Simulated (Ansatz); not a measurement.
**TaSiH₂+ (septet): one geometry, many settings**

What do other methods and options give for TaSiH₂+ (septet) at this geometry, and how long do they take?

Computed with Ansatz 0.2.0, Gaussian basis. Level: the settings change from run to run.

23 further runs of the same task are left out: 11 that didn't finish, 12 set aside as unsound or not needed.

**1. What is computed**

The geometry is a PBE0/def2-TZVP stationary point (not a proven minimum) of the parent state, kept for this charge and spin. No spin-orbit coupling is included. Elements past krypton take def2 core potentials.

4 atoms, charge 1, spin multiplicity 7.

Atoms are counted from 1 here; the program's logs count them from 0.

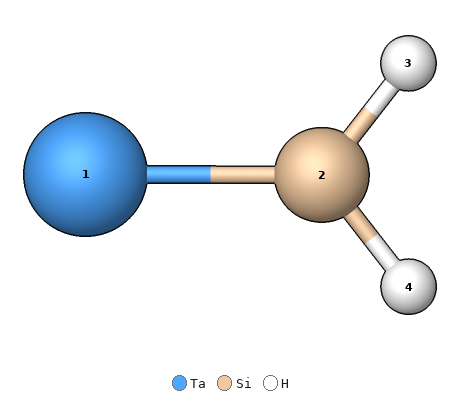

The geometry (tantalum blue, silicon light orange, hydrogen white); atoms are numbered from 1 in the order of the file.

**2. HF/def2-SVP**

File in.yaml:

```yaml
crystal:
  periodic: [false, false, false]
  atoms:
    - {symbol: Ta, position_ang: [0.000000, 0.000000, 0.365457]}
    - {symbol: Si, position_ang: [0.000000, 0.000000, -2.135346]}
    - {symbol: H, position_ang: [0.000000, 1.185653, -3.053946]}
    - {symbol: H, position_ang: [0.000000, -1.185653, -3.053946]}
basis:
  gaussian: {orbitals: def2-SVP}
total_charge: 1
magnetization: {spin_polarized: true, initial_magnetization: 6}
hamiltonian: {xc: hf}
accuracy: high
output: {orbitals: {seedname: orbitals}}
```

Started as:

```sh
ansatz run in.yaml --threads 1 --pin off --events-out ev --progress --plain --max-ram 2393MiB
```

Standard output:

```text
Functional definition: HF
  name "HF"
  cite "Fock, Z. Phys. 61, 126 (1930) doi:10.1007/BF01340294"
  parent pbe
  exchange = exact_x
  correlation = 0
1196 factors; integrals over basis functions are off by at most 3.7e-9 eV
mean field evaluation 1: about -9412.1889 eV, gradient 1.1e1 eV
mean field evaluation 2: about -9412.3160 eV, gradient 1.1e1 eV
mean field evaluation 4: about -9413.8912 eV, gradient 2.1e0 eV
mean field evaluation 8: about -9414.0724 eV, gradient 2.7e-1 eV
mean field evaluation 16: about -9414.0796 eV, gradient 1.1e-8 eV
mean field evaluation 32: about -9413.0794 eV, gradient 1.3e-3 eV
mean field evaluation 64: about -9413.9399 eV, gradient 4.4e-1 eV
mean field evaluation 96: about -9413.7176 eV, gradient 1.2e0 eV
mean field evaluation 128: about -9413.0793 eV, gradient 3.8e-2 eV
mean field evaluation 160: about -9413.8762 eV, gradient 1.5e0 eV
mean field evaluation 192: about -9413.0794 eV, gradient 2.6e-3 eV
mean field evaluation 224: about -9413.8540 eV, gradient 5.4e-1 eV
mean field evaluation 256: about -9414.0796 eV, gradient 7.2e-7 eV
mean field -9414.07959481 eV, -345.9610440169 hartree, gradient 2.4e-8 eV, S^2 12.007211; 4 other end points of the search recorded, 0 dependent functions left out
reference -9414.07959481 eV, -345.9610440169 hartree; 17, 11 occupied and 43, 49 virtual orbitals, 1196 factors
Total energy: -9414.07959481 eV, -345.9610440169 hartree
```

Wall time 4.8 s (1 thread of Arm Neoverse V2, shared host).

From the report: ⟨S²⟩ of the determinant 12.007 (pure septet: 12.00).

**3. MP2 on UHF/def2-SVP**

Edit in.yaml of step 2 so:

```diff
@@ -11,4 +11,5 @@
 magnetization: {spin_polarized: true, initial_magnetization: 6}
-hamiltonian: {xc: hf}
+hamiltonian: {pseudopotentials: {relativity: scalar}}
+correlation: {method: mp2, electrons: outside_noble_gas}
 accuracy: high
-output: {orbitals: {seedname: orbitals}}
+output: {forces: true}
```

Launched as before.

Standard output (excerpt; [...] marks lines left out):

```text
Functional definition: HF
  name "HF"
  cite "Fock, Z. Phys. 61, 126 (1930) doi:10.1007/BF01340294"
  parent pbe
[...]
1196 factors; integrals over basis functions are off by at most 3.7e-9 eV
[...]
mean field -9428.90505082 eV, -346.5058694763 hartree, gradient 2.4e-8 eV, S^2 12.007256; 20 other end points of the search recorded, 0 dependent functions left out
9 core orbitals not correlated: weight in the atoms' cores, before any rotation towards them, 0.998 or more for the frozen orbitals, at most 0.001 for the correlated occupied ones
reference -9428.90505082 eV, -346.5058694763 hartree; 8, 2 occupied and 43, 49 virtual orbitals, 1196 factors
second order -3.00256587 eV of doubles, -0.00000000 eV of singles
[...]
Total energy: -9431.90761669 eV, -346.6162117368 hartree
Relativity: scalar
Atom 0 at     0.000000     0.000000     0.365457 Å, force     0.000000    -0.000000     0.842745 eV/Å
Atom 1 at     0.000000     0.000000    -2.135346 Å, force    -0.000000     0.000000    -2.728961 eV/Å
Atom 2 at     0.000000     1.185653    -3.053946 Å, force    -0.000000     0.311542     0.943108 eV/Å
Atom 3 at     0.000000    -1.185653    -3.053946 Å, force     0.000000    -0.311542     0.943108 eV/Å
Dipole moment:    -0.000000     0.000000    -0.276726 e Å
```

Wall time 8 s (1 thread of Arm Neoverse V2, shared host).

From the report: ⟨S²⟩ of the determinant 12.007 (pure septet: 12.00).

**4. MP2 on ROHF/def2-SVP**

Edit in.yaml of step 3 so:

```diff
@@ -10,6 +10,5 @@
 total_charge: 1
-magnetization: {spin_polarized: true, initial_magnetization: 6}
+magnetization: {spin_polarized: false, initial_magnetization: 6}
 hamiltonian: {pseudopotentials: {relativity: scalar}}
 correlation: {method: mp2, electrons: outside_noble_gas}
-accuracy: high
-output: {forces: true}
+scf: {lower_state_search: off}
```

Same command.

Standard output (excerpt; [...] marks lines left out):

```text
Functional definition: HF
  name "HF"
  cite "Fock, Z. Phys. 61, 126 (1930) doi:10.1007/BF01340294"
  parent pbe
[...]
587 factors; integrals over basis functions are off by at most 1.2e-3 eV
[...]
mean field -9428.76548673 eV, -346.5007405905 hartree, gradient 2.3e-6 eV, S^2 12.000000; 0 other end points of the search recorded, 0 dependent functions left out
9 core orbitals not correlated: weight in the atoms' cores, before any rotation towards them, 0.998 or more for the frozen orbitals, at most 0.001 for the correlated occupied ones
reference -9428.76548673 eV, -346.5007405905 hartree; 8, 2 occupied and 43, 49 virtual orbitals, 587 factors
second order -3.02264901 eV of doubles, -0.02136914 eV of singles
Total energy: -9431.80950488 eV, -346.6126061944 hartree
Relativity: scalar
Checks for a lower state left out: stability, starts, cluster_reference, orbital_swaps, neighbouring_geometries, increment
```

It took 0.39 s on 1 thread of Arm Neoverse V2, shared host.

**5. BCCD on ROHF/def2-SVP**

Edit in.yaml of step 4 so:

```diff
@@ -11,4 +11,2 @@
 magnetization: {spin_polarized: false, initial_magnetization: 6}
-hamiltonian: {pseudopotentials: {relativity: scalar}}
-correlation: {method: mp2, electrons: outside_noble_gas}
-scf: {lower_state_search: off}
+correlation: {method: bccd, electrons: outside_noble_gas}
```

Same command.

Standard output (excerpt; [...] marks lines left out):

```text
Functional definition: HF
  name "HF"
  cite "Fock, Z. Phys. 61, 126 (1930) doi:10.1007/BF01340294"
  parent pbe
[...]
587 factors; integrals over basis functions are off by at most 1.2e-3 eV
[...]
mean field -9413.94043343 eV, -345.9559299304 hartree, gradient 2.3e-6 eV, S^2 12.000000; 34 other end points of the search recorded, 0 dependent functions left out
[...]
determinant -9413.94043343 eV, -345.9559299304 hartree, with singles and doubles -9417.83730494 eV, -346.0991373170 hartree
determinant -9413.68925213 eV, -345.9466991879 hartree, with singles and doubles -9417.46125451 eV, -346.0853177187 hartree
determinant -9413.68827718 eV, -345.9466633593 hartree, with singles and doubles -9417.46108913 eV, -346.0853116412 hartree
determinant -9412.94084196 eV, -345.9191956217 hartree, with singles and doubles -9416.71010982 eV, -346.0577136605 hartree
[...]
determinant -9411.01142467 eV, -345.8482908438 hartree, with singles and doubles -9414.82304148 eV, -345.9883651782 hartree
determinant -9413.94043343 eV, -345.9559299304 hartree, with singles and doubles -9417.83945502 eV, -346.0992163313 hartree
determinant -9413.68925213 eV, -345.9466991879 hartree, with singles and doubles -9417.46181051 eV, -346.0853381512 hartree
determinant -9413.68827718 eV, -345.9466633593 hartree, with singles and doubles -9417.46160213 eV, -346.0853304936 hartree
9 core orbitals not correlated: weight in the atoms' cores, before any rotation towards them, 0.998 or more for the frozen orbitals, at most 0.001 for the correlated occupied ones
reference -9413.94043343 eV, -345.9559299304 hartree; 8, 2 occupied and 43, 49 virtual orbitals, 587 factors
second order -3.02049357 eV of doubles, -0.02119522 eV of singles
cycle   1  -3.89367740 eV  change    5.3e-3 eV  update   8.9e-3
[...]
cycle  12  -3.88977378 eV  change   -4.1e-6 eV  update   5.4e-6
Total energy: -9417.83020721 eV, -346.0988764802 hartree
```

It took 25 s on 1 thread of Arm Neoverse V2, shared host.

From the report: correlation -3.8898 eV; largest double amplitude 0.05.

**6. CCSD on ROHF/def2-SVP**

Edit in.yaml of step 5 so:

```diff
@@ -11,2 +11,2 @@
 magnetization: {spin_polarized: false, initial_magnetization: 6}
-correlation: {method: bccd, electrons: outside_noble_gas}
+correlation: {method: ccsd, electrons: outside_noble_gas}
```

Launched as before.

Standard output (excerpt; [...] marks lines left out):

```text
Functional definition: HF
  name "HF"
  cite "Fock, Z. Phys. 61, 126 (1930) doi:10.1007/BF01340294"
  parent pbe
[...]
587 factors; integrals over basis functions are off by at most 1.2e-3 eV
[...]
mean field -9413.94043343 eV, -345.9559299304 hartree, gradient 2.3e-6 eV, S^2 12.000000; 34 other end points of the search recorded, 0 dependent functions left out
[...]
determinant -9413.94043343 eV, -345.9559299304 hartree, with singles and doubles -9417.83730494 eV, -346.0991373170 hartree
determinant -9413.68925213 eV, -345.9466991879 hartree, with singles and doubles -9417.46125451 eV, -346.0853177187 hartree
determinant -9413.68827718 eV, -345.9466633593 hartree, with singles and doubles -9417.46108913 eV, -346.0853116412 hartree
determinant -9412.94084196 eV, -345.9191956217 hartree, with singles and doubles -9416.71010982 eV, -346.0577136605 hartree
[...]
determinant -9411.03721683 eV, -345.8492386885 hartree, with singles and doubles -9414.82442168 eV, -345.9884158995 hartree
determinant -9411.01142467 eV, -345.8482908438 hartree, with singles and doubles -9414.82304148 eV, -345.9883651782 hartree
determinant -9413.94043343 eV, -345.9559299304 hartree, with singles and doubles -9417.83945502 eV, -346.0992163313 hartree
determinant -9413.68925213 eV, -345.9466991879 hartree, with singles and doubles -9417.46181051 eV, -346.0853381512 hartree
determinant -9413.68827718 eV, -345.9466633593 hartree, with singles and doubles -9417.46160213 eV, -346.0853304936 hartree
9 core orbitals not correlated: weight in the atoms' cores, before any rotation towards them, 0.998 or more for the frozen orbitals, at most 0.001 for the correlated occupied ones
reference -9413.94043343 eV, -345.9559299304 hartree; 8, 2 occupied and 43, 49 virtual orbitals, 587 factors
second order -3.02049357 eV of doubles, -0.02119522 eV of singles
cycle   1  -3.89902092 eV  change    6.7e-7 eV  update   2.2e-6
Total energy: -9417.83945435 eV, -346.0992163065 hartree
```

Wall time 25 s (1 thread of Arm Neoverse V2, shared host).

From the report: correlation -3.8990 eV; T1 0.031; largest double amplitude 0.05.

**7. The runs in one table**

```csv
level,correlated,functions,energy (eV),time
HF/def2-SVP,,60,-9414.0796,4.8 s
MP2 on UHF/def2-SVP (relativity set),outside noble gas,60,-9431.9076,8 s
MP2 on ROHF/def2-SVP (relativity set),outside noble gas,60,-9431.8095,0.39 s
BCCD on ROHF/def2-SVP,outside noble gas,60,-9417.8302,25 s
CCSD on ROHF/def2-SVP,outside noble gas,60,-9417.8395,25 s
```

**8. Results**

| quantity | value |
| --- | --- |
| runs | 5 |
| quickest | MP2 on ROHF/def2-SVP (relativity set), 0.39 s |
| slowest | BCCD on ROHF/def2-SVP, 25 s |

**Reading.** Total energies in different bases, with other cores or another treatment of relativity can't be set against each other. BCCD on ROHF/def2-SVP took 63 times as long as MP2 on ROHF/def2-SVP (relativity set); the jobs differ in more than the method.
